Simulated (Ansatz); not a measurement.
**PHO₂ (singlet): one geometry, many settings at a displaced geometry (v2)**

What do other methods and options give for PHO₂ (singlet) at this geometry, and how long do they take?

The runs use Ansatz 0.2.0, Gaussian basis; the settings change from run to run.

9 further runs of the same task are left out: 4 that didn't finish, 5 set aside as unsound or not needed.

## (1) The system

The geometry is a PBE0/def2-TZVP stationary point (not a proven minimum) with its atoms shifted at random (size 0.100 Å).

4 atoms, charge 0, spin multiplicity 1.

Atoms are counted from 1 here; the program's logs count them from 0.

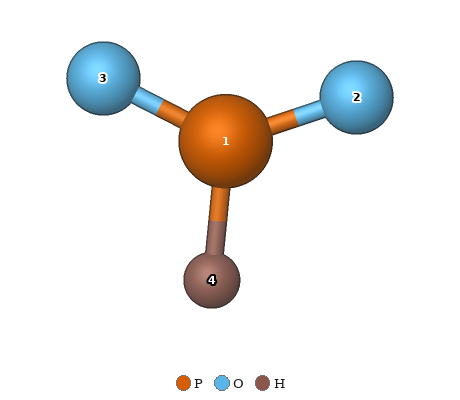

The structure; phosphorus orange, oxygen blue, hydrogen brown; atoms are numbered from 1 in the order of the file.

## (2) MP2 on UHF/cc-pVDZ

Input file in.yaml:

```yaml
crystal:
  periodic: [false, false, false]
  atoms:
    - {symbol: P, position_ang: [0.063380, -0.251737, -0.004094]}
    - {symbol: O, position_ang: [-0.101494, 0.314593, -1.332054]}
    - {symbol: O, position_ang: [-0.024874, 0.282169, 1.338874]}
    - {symbol: H, position_ang: [0.058235, -1.736824, 0.017534]}
basis:
  gaussian: {orbitals: cc-pVDZ}
magnetization: {spin_polarized: true, initial_magnetization: 0}
correlation: {method: mp2, electrons: all}
```

On the command line:

```sh
$ ansatz run in.yaml --threads 1 --pin off --events-out ev --progress --plain --max-ram 2393MiB
```

Standard output:

```text
Functional definition: HF
  name "HF"
  cite "Fock, Z. Phys. 61, 126 (1930) doi:10.1007/BF01340294"
  parent pbe
  exchange = exact_x
  correlation = 0
491 factors; integrals over basis functions are off by at most 1.3e-3 eV
mean field evaluation 1: about -13357.0842 eV, gradient 3.4e1 eV
mean field evaluation 2: about -13357.1326 eV, gradient 3.4e1 eV
mean field evaluation 4: about -13361.4935 eV, gradient 1.5e0 eV
mean field evaluation 8: about -13361.5196 eV, gradient 3.7e-4 eV
mean field -13361.51959794 eV, -491.0267884611 hartree, gradient 3.9e-6 eV, S^2 0.000000; 0 other end points of the search recorded, 0 dependent functions left out
reference -13361.51959794 eV, -491.0267884611 hartree; 16, 16 occupied and 35, 35 virtual orbitals, 491 factors
second order -13.81439732 eV of doubles, -0.00000000 eV of singles
Total energy: -13375.33399527 eV, -491.5344581991 hartree
```

It took 1.8 s on 1 thread of AMD EPYC, shared host.

From the report: ⟨S²⟩ of the determinant 0.000 (pure singlet: 0.00).

## (3) BCCD on UHF/cc-pVDZ

in.yaml: that of step 2 with these lines changed.

```diff
@@ -8,4 +8,6 @@
 basis:
-  gaussian: {orbitals: cc-pVDZ}
+  gaussian: {orbitals: cc-pVDZ, fitting: {mean_field: def2-universal-jkfit}}
 magnetization: {spin_polarized: true, initial_magnetization: 0}
-correlation: {method: mp2, electrons: all}
+correlation: {method: bccd, electrons: outside_noble_gas}
+scf: {lower_state_search: full}
+output: {forces: true}
```

Launched as before.

Standard output (excerpt; [...] marks lines left out):

```text
Functional definition: HF
  name "HF"
  cite "Fock, Z. Phys. 61, 126 (1930) doi:10.1007/BF01340294"
  parent pbe
[...]
300 factors; integrals over basis functions are off by at most 4.1e-1 eV
[...]
mean field -13361.51666851 eV, -491.0266808065 hartree, gradient 1.4e-6 eV, S^2 0.000000; 0 other end points of the search recorded, 0 dependent functions left out
7 core orbitals not correlated: weight in the atoms' cores, before any rotation towards them, 1.000 or more for the frozen orbitals, at most 0.000 for the correlated occupied ones
reference -13361.51666851 eV, -491.0266808065 hartree; 9, 9 occupied and 35, 35 virtual orbitals, 300 factors
second order -13.47024621 eV of doubles, -0.00000000 eV of singles
cycle   1  -12.99367016 eV  change    4.8e-1 eV  update   1.3e-1
[...]
cycle  14  -13.54320384 eV  change   -6.2e-7 eV  update   8.7e-7
[...]
Total energy: -13375.05987235 eV, -491.5243843676 hartree
Atom 0 at     0.063380    -0.251737    -0.004094 Å, force    -0.719711    -3.109341    -0.230499 eV/Å
Atom 1 at    -0.101494     0.314593    -1.332054 Å, force     0.169064     0.735139    -1.989910 eV/Å
Atom 2 at    -0.024874     0.282169     1.338874 Å, force     0.250811     0.989127     2.380659 eV/Å
Atom 3 at     0.058235    -1.736824     0.017534 Å, force     0.299836     1.385075    -0.160250 eV/Å
Dipole moment:     0.111685    -0.497059    -0.007832 e Å
```

Run time: 17 s. Hardware: 1 thread of AMD EPYC, shared host.

From the report: ⟨S²⟩ of the determinant 0.000 (pure singlet: 0.00); correlation -13.5432 eV; largest double amplitude 0.06.

## (4) BCCD(T) on RHF/cc-pVDZ

Input file in.yaml:

```yaml
crystal:
  periodic: [false, false, false]
  atoms:
    - {symbol: P, position_ang: [0.063380, -0.251737, -0.004094]}
    - {symbol: O, position_ang: [-0.101494, 0.314593, -1.332054]}
    - {symbol: O, position_ang: [-0.024874, 0.282169, 1.338874]}
    - {symbol: H, position_ang: [0.058235, -1.736824, 0.017534]}
basis:
  gaussian: {orbitals: cc-pVDZ}
magnetization: {spin_polarized: false}
correlation: {method: bccd_t, electrons: outside_noble_gas, diis_vectors: 1}
```

Same command.

Standard output (excerpt; [...] marks lines left out):

```text
Functional definition: HF
  name "HF"
  cite "Fock, Z. Phys. 61, 126 (1930) doi:10.1007/BF01340294"
  parent pbe
[...]
491 factors; integrals over basis functions are off by at most 1.3e-3 eV
[...]
mean field -13361.51959794 eV, -491.0267884611 hartree, gradient 1.5e-6 eV, S^2 0.000000; 0 other end points of the search recorded, 0 dependent functions left out
7 core orbitals not correlated: weight in the atoms' cores, before any rotation towards them, 1.000 or more for the frozen orbitals, at most 0.000 for the correlated occupied ones
reference -13361.51959794 eV, -491.0267884611 hartree; 9, 9 occupied and 35, 35 virtual orbitals, 491 factors
second order -13.46969803 eV of doubles, -0.00000000 eV of singles
cycle   1  -12.99164597 eV  change    4.8e-1 eV  update   1.3e-1
[...]
cycle  14  -13.54066013 eV  change   -3.2e-6 eV  update   2.2e-5
perturbative correction -0.53947033 eV, -0.0198251688 hartree
Total energy: -13375.59972840 eV, -491.5442237115 hartree
```

Run time: 3.4 s. Hardware: 1 thread of AMD EPYC, shared host.

From the report: correlation -14.0801 eV; largest double amplitude 0.06.

## (5) HF/cc-pVDZ

in.yaml: that of step 4 with these lines changed.

```diff
@@ -10,2 +10,3 @@
 magnetization: {spin_polarized: false}
-correlation: {method: bccd_t, electrons: outside_noble_gas, diis_vectors: 1}
+hamiltonian: {xc: hf}
+output: {orbitals: {seedname: orbitals}}
```

Same command.

Standard output:

```text
Functional definition: HF
  name "HF"
  cite "Fock, Z. Phys. 61, 126 (1930) doi:10.1007/BF01340294"
  parent pbe
  exchange = exact_x
  correlation = 0
491 factors; integrals over basis functions are off by at most 1.3e-3 eV
mean field evaluation 1: about -13357.1424 eV, gradient 4.8e1 eV
mean field evaluation 2: about -13357.1498 eV, gradient 4.8e1 eV
mean field evaluation 4: about -13361.5002 eV, gradient 2.1e0 eV
mean field evaluation 8: about -13361.5196 eV, gradient 2.5e-4 eV
mean field -13361.51959794 eV, -491.0267884611 hartree, gradient 1.8e-5 eV, S^2 0.000000; 0 other end points of the search recorded, 0 dependent functions left out
reference -13361.51959794 eV, -491.0267884611 hartree; 16, 16 occupied and 35, 35 virtual orbitals, 491 factors
Total energy: -13361.51959794 eV, -491.0267884611 hartree
```

It took 0.92 s on 1 thread of AMD EPYC, shared host.

## (6) MP2 on RHF/def2-mTZVP

in.yaml: that of step 5 with these lines changed.

```diff
@@ -8,5 +8,6 @@
 basis:
-  gaussian: {orbitals: cc-pVDZ}
+  gaussian: {orbitals: def2-mTZVP}
 magnetization: {spin_polarized: false}
-hamiltonian: {xc: hf}
-output: {orbitals: {seedname: orbitals}}
+correlation: {method: mp2, electrons: outside_noble_gas}
+accuracy: high
+scf: {lower_state_search: off}
```

The command is unchanged.

Standard output (excerpt; [...] marks lines left out):

```text
Functional definition: HF
  name "HF"
  cite "Fock, Z. Phys. 61, 126 (1930) doi:10.1007/BF01340294"
  parent pbe
[...]
1317 factors; integrals over basis functions are off by at most 4.0e-9 eV
[...]
mean field -13363.70757728 eV, -491.1071952186 hartree, gradient 8.8e-8 eV, S^2 0.000000; 0 other end points of the search recorded, 0 dependent functions left out
7 core orbitals not correlated: weight in the atoms' cores, before any rotation towards them, 1.000 or more for the frozen orbitals, at most 0.000 for the correlated occupied ones
reference -13363.70757728 eV, -491.1071952186 hartree; 9, 9 occupied and 57, 57 virtual orbitals, 1317 factors
second order -14.26053919 eV of doubles, -0.00000000 eV of singles
Total energy: -13377.96811647 eV, -491.6312603677 hartree
Checks for a lower state left out: stability, starts, cluster_reference, orbital_swaps, neighbouring_geometries, increment
```

Run time: 2.6 s. Hardware: 1 thread of AMD EPYC, shared host.

## (7) CCSD(T)/cc-pVDZ

in.yaml: that of step 6 with these lines changed.

```diff
@@ -8,6 +8,6 @@
 basis:
-  gaussian: {orbitals: def2-mTZVP}
-magnetization: {spin_polarized: false}
-correlation: {method: mp2, electrons: outside_noble_gas}
+  gaussian: {orbitals: cc-pVDZ}
+magnetization: {spin_polarized: true, initial_magnetization: 0}
+hamiltonian: {xc: {name: r2SCAN}}
+correlation: {method: ccsd_t, electrons: outside_noble_gas}
 accuracy: high
-scf: {lower_state_search: off}
```

The command is unchanged.

Standard output (excerpt; [...] marks lines left out):

```text
Functional definition: r2SCAN
  name "r2SCAN"
  cite "Furness, Kaplan, Ning, Perdew & Sun, J. Phys. Chem. Lett. 11, 8208 (2020) doi:10.1021/acs.jpclett.0c02405"
  cite "Furness, Kaplan, Ning, Perdew & Sun, J. Phys. Chem. Lett. 11, 9248 (2020) doi:10.1021/acs.jpclett.0c03077"
  parent r2scan
[...]
1047 factors; integrals over basis functions are off by at most 3.6e-9 eV
[...]
mean field -13396.12199943 eV, -492.2984032615 hartree, gradient 6.4e-8 eV, S^2 0.000000; 2 other end points of the search recorded, 0 dependent functions left out
7 core orbitals not correlated: weight in the atoms' cores, before any rotation towards them, 1.000 or more for the frozen orbitals, at most 0.000 for the correlated occupied ones
reference -13360.73609618 eV, -490.9979953024 hartree; 9, 9 occupied and 35, 35 virtual orbitals, 1047 factors
second order -14.54378632 eV of doubles, -0.58849745 eV of singles
cycle   1  -13.37283306 eV  change     1.7e0 eV  update   1.7e-1
[...]
cycle  21  -14.23715980 eV  change  -7.6e-10 eV  update   1.8e-9
perturbative correction -0.57810710 eV, -0.0212450442 hartree
Total energy: -13375.55136308 eV, -491.5424463190 hartree
```

Wall time 31 s (1 thread of AMD EPYC, shared host); peak memory 0.25 GiB.

From the report: ⟨S²⟩ of the determinant 0.000 (pure singlet: 0.00); correlation -14.8153 eV; T1 0.013; largest double amplitude 0.06. The orbitals are Kohn-Sham ones, so correlation energy and T1 don't compare with those on Hartree-Fock orbitals.

## (8) CISD/def2-SVP

Input file in.yaml:

```yaml
crystal:
  periodic: [false, false, false]
  atoms:
    - {symbol: P, position_ang: [0.063380, -0.251737, -0.004094]}
    - {symbol: O, position_ang: [-0.101494, 0.314593, -1.332054]}
    - {symbol: O, position_ang: [-0.024874, 0.282169, 1.338874]}
    - {symbol: H, position_ang: [0.058235, -1.736824, 0.017534]}
basis:
  gaussian: {orbitals: def2-SVP}
correlation: {active_space: {ras: {orbitals: [9, 0, 35], electrons: 18, max_holes: 2, max_particles: 2}, fixed_orbitals: true}}
```

Same command.

Standard output:

```text
Functional definition: HF
  name "HF"
  cite "Fock, Z. Phys. 61, 126 (1930) doi:10.1007/BF01340294"
  parent pbe
  exchange = exact_x
  correlation = 0
465 factors; integrals over basis functions are off by at most 1.5e-3 eV
mean field evaluation 1: about -13350.7983 eV, gradient 4.8e1 eV
mean field evaluation 2: about -13350.8011 eV, gradient 4.8e1 eV
mean field evaluation 4: about -13355.2628 eV, gradient 2.1e0 eV
mean field evaluation 8: about -13355.2816 eV, gradient 2.4e-4 eV
mean field -13355.28161501 eV, -490.7975468168 hartree, gradient 3.0e-6 eV, S^2 0.000000; 0 other end points of the search recorded, 0 dependent functions left out
reference -13355.28161501 eV, -490.7975468168 hartree; 16, 16 occupied and 35, 35 virtual orbitals, 465 factors
state -13367.35784872 eV, -491.2413402198 hartree
Total energy: -13367.35784872 eV, -491.2413402198 hartree
```

Run time: 9.5 s. Hardware: 1 thread of AMD EPYC, shared host.

From the report: 142,696 determinants.

## (9) CASSCF(6,3)/STO-3G

in.yaml: that of step 8 with these lines changed.

```diff
@@ -8,3 +8,4 @@
 basis:
-  gaussian: {orbitals: def2-SVP}
-correlation: {active_space: {ras: {orbitals: [9, 0, 35], electrons: 18, max_holes: 2, max_particles: 2}, fixed_orbitals: true}}
+  gaussian: {orbitals: STO-3G}
+correlation: {active_space: {window: {electrons: 6, orbitals: 3}}}
+output: {forces: true}
```

Same command.

Standard output (excerpt; [...] marks lines left out):

```text
Functional definition: HF
  name "HF"
  cite "Fock, Z. Phys. 61, 126 (1930) doi:10.1007/BF01340294"
  parent pbe
[...]
252 factors; integrals over basis functions are off by at most 2.5e-5 eV
[...]
mean field -13196.67563476 eV, -484.9688845492 hartree, gradient 2.7e-6 eV, S^2 0.000000; 0 other end points of the search recorded, 0 dependent functions left out
reference -13196.67563476 eV, -484.9688845492 hartree; 16, 16 occupied and 4, 4 virtual orbitals, 252 factors
state -13196.67563476 eV, -484.9688845492 hartree
[...]
Total energy: -13196.67563476 eV, -484.9688845492 hartree
Atom 0 at     0.063380    -0.251737    -0.004094 Å, force     0.520770    -6.951930    -0.132639 eV/Å
Atom 1 at    -0.101494     0.314593    -1.332054 Å, force    -0.459083     2.267989    -4.609127 eV/Å
Atom 2 at    -0.024874     0.282169     1.338874 Å, force    -0.214260     2.441867     4.937244 eV/Å
Atom 3 at     0.058235    -1.736824     0.017534 Å, force     0.152573     2.242073    -0.195478 eV/Å
Dipole moment:     0.097779    -0.402711    -0.007054 e Å
```

Wall time 0.64 s (1 thread of AMD EPYC, shared host).

From the report: 1 determinant; active occupations 2.00, 2.00, 2.00. With so small a space the active step adds no correlation: the energy is the mean field's.

## (10) CISD/def2-SVP

in.yaml: that of step 9 with these lines changed.

```diff
@@ -8,4 +8,6 @@
 basis:
-  gaussian: {orbitals: STO-3G}
-correlation: {active_space: {window: {electrons: 6, orbitals: 3}}}
+  gaussian: {orbitals: def2-SVP}
+correlation: {active_space: {ras: {orbitals: [9, 0, 35], electrons: 18, max_holes: 2, max_particles: 2}, fixed_orbitals: true}}
+accuracy: high
+scf: {lower_state_search: off}
 output: {forces: true}
```

Launched as before.

Standard output (excerpt; [...] marks lines left out):

```text
Functional definition: HF
  name "HF"
  cite "Fock, Z. Phys. 61, 126 (1930) doi:10.1007/BF01340294"
  parent pbe
[...]
978 factors; integrals over basis functions are off by at most 4.0e-9 eV
[...]
mean field -13355.28177033 eV, -490.7975525246 hartree, gradient 1.6e-8 eV, S^2 0.000000; 0 other end points of the search recorded, 0 dependent functions left out
reference -13355.28177033 eV, -490.7975525246 hartree; 16, 16 occupied and 35, 35 virtual orbitals, 978 factors
state -13367.35800894 eV, -491.2413461080 hartree
[...]
Total energy: -13367.35800894 eV, -491.2413461080 hartree
Atom 0 at     0.063380    -0.251737    -0.004094 Å, force    -1.105114    -2.052818    -0.190497 eV/Å
Atom 1 at    -0.101494     0.314593    -1.332054 Å, force     0.402032     0.005906    -0.295574 eV/Å
Atom 2 at    -0.024874     0.282169     1.338874 Å, force     0.386046     0.307146     0.659498 eV/Å
Atom 3 at     0.058235    -1.736824     0.017534 Å, force     0.317036     1.739766    -0.173427 eV/Å
Dipole moment:     0.129080    -0.555162    -0.008231 e Å
Checks for a lower state left out: starts, cluster_reference, orbital_swaps, neighbouring_geometries, increment
```

It took 19 s on 1 thread of AMD EPYC, shared host; peak memory 0.26 GiB.

From the report: 142,696 determinants.

## (11) The runs in one table

Where basis and cores are those of an earlier RCCSDT(Q)/cc-pVDZ run (-13375.6767 eV), and the state is the same kind, the miss against it is given.

```
                               level         correlated  functions  energy (eV)  from RCCSDT(Q) (meV)    time
                  MP2 on UHF/cc-pVDZ                all         51  -13375.3340                         1.8 s
                 BCCD on UHF/cc-pVDZ  outside noble gas         51  -13375.0599                 616.8    17 s
              BCCD(T) on RHF/cc-pVDZ  outside noble gas         51  -13375.5997                  77.0   3.4 s
                          HF/cc-pVDZ                            51  -13361.5196               14157.1  0.92 s
               MP2 on RHF/def2-mTZVP  outside noble gas         73  -13377.9681                         2.6 s
CCSD(T)/cc-pVDZ (on r2SCAN orbitals)  outside noble gas         51  -13375.5514                 125.4    31 s
                       CISD/def2-SVP  outside noble gas         51  -13367.3578                         9.5 s
                  CASSCF(6,3)/STO-3G                            20  -13196.6756                        0.64 s
                       CISD/def2-SVP  outside noble gas         51  -13367.3580                          19 s
```

## (12) Results

| quantity | value |
| --- | --- |
| runs | 9 |
| quickest | CASSCF(6,3)/STO-3G, 0.64 s |
| slowest | CCSD(T)/cc-pVDZ (on r2SCAN orbitals), 31 s |

Total energies in different bases, with other cores or another treatment of relativity can't be set against each other. CCSD(T)/cc-pVDZ (on r2SCAN orbitals) took 48 times as long as CASSCF(6,3)/STO-3G; the jobs differ in more than the method. Among the correlated runs with a miss given, it spans +77 to +617 meV. Hartree-Fock, CASSCF and CASCI lack dynamic correlation by design. Cores frozen from Kohn-Sham orbitals shift the total energy.
